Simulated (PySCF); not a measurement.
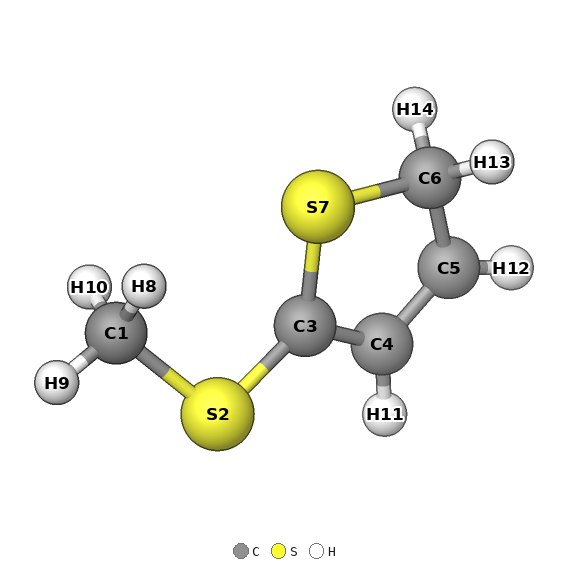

Charge 0, doublet. Computed geometry: GFN2-xTB optimisation. No frequency run is at hand to confirm it as a minimum. Level of theory: UKS B3LYP, pcH-1 on C H S, non-relativistic (PySCF 2.14.0).

Give the isotropic hyperfine couplings (Fermi-contact term alone) of C1, S2, C3, C4, C5, C6, S7, H8, H9, H10, H11, H12, H13, H14.

```csv
atom,isotope,a_iso (MHz)
C1,13C,12.5
S2,33S,5.5
C3,13C,65.1
C4,13C,−37.6
C5,13C,43.3
C6,13C,−23.0
S7,33S,6.1
H8,1H,3.6
H9,1H,−1.7
H10,1H,9.9
H11,1H,8.4
H12,1H,−33.5
H13,1H,96.2
H14,1H,81.9
```
